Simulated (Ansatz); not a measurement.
```yaml
atoms:
  - { symbol: Si, position_ang: [-0.1681, -0.1040, 0.3329] }
  - { symbol: F, position_ang: [1.1385, 0.0851, 1.3313] }
  - { symbol: N, position_ang: [0.7230, 0.1282, -1.0997] }
  - { symbol: H, position_ang: [1.6344, 0.4540, -0.7825] }
  - { symbol: O, position_ang: [-1.3606, 0.9477, 0.7510] }
  - { symbol: O, position_ang: [-0.8763, -1.5751, 0.4908] }
  - { symbol: H, position_ang: [0.4212, 0.5016, -1.9907] }
  - { symbol: H, position_ang: [-1.0919, 1.8554, 0.9301] }
  - { symbol: H, position_ang: [-0.4200, -2.2929, 0.0367] }
```

Not at a stationary point (largest force 0.8 eV/Å).

Level of theory: RKS B3LYP-D4/def2-SVP (Ansatz).

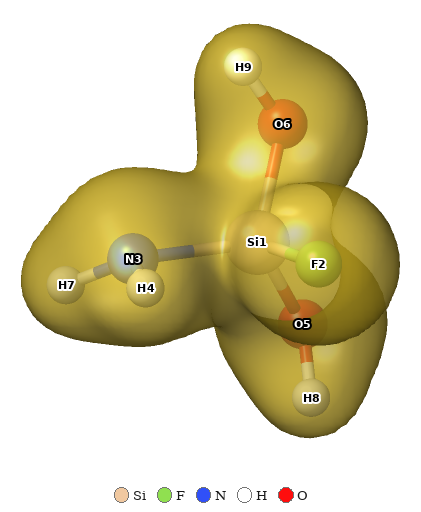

FH4NO2Si. Isosurface of the electron density at 0.2 e/Å³ (yellow), seen at a tilt.

Q: How is the density connected at this value?

A: At this value the surface is in one piece. It bridges the shortest Si–O (1.64 Å), Si–F (1.66 Å), Si–N (1.70 Å) and O–H (0.96 Å) contacts, where the density stays above the isovalue. On the grid the lowest density along these lines, outside the cores, is 0.96 e/Å³ (Si–O, 1.64 Å), 0.8 e/Å³ (Si–F, 1.66 Å), 0.95 e/Å³ (Si–N, 1.70 Å) and 2.3 e/Å³ (O–H, 0.96 Å).
